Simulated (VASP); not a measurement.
Band structure of CeO2 (fluorite). Method: vdW-DF2, VASP's PBE PAW potentials (set 64) (plane waves; VASP 6.6.1).

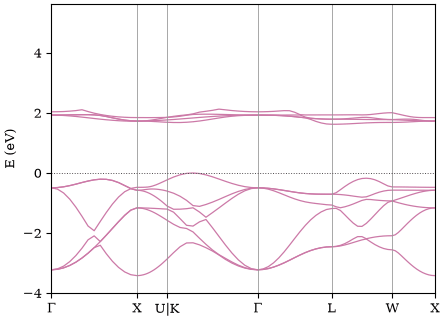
*Bands along high-symmetry lines, zero at the valence-band maximum or, without a gap, the Fermi level*

**Question.** Read the plot: is there a gap, and where are the band edges?

**Answer.** The gap is indirect, 1.62 eV, from the valence maximum at K-Γ at 0.29 to the conduction minimum at L. (Edges off the drawn lines would not show.)

The compound is CeO2 in the fluorite structure. It was relaxed first, which changed the volume by +10 %. The run is not spin-polarised, so no magnetic state was tried.
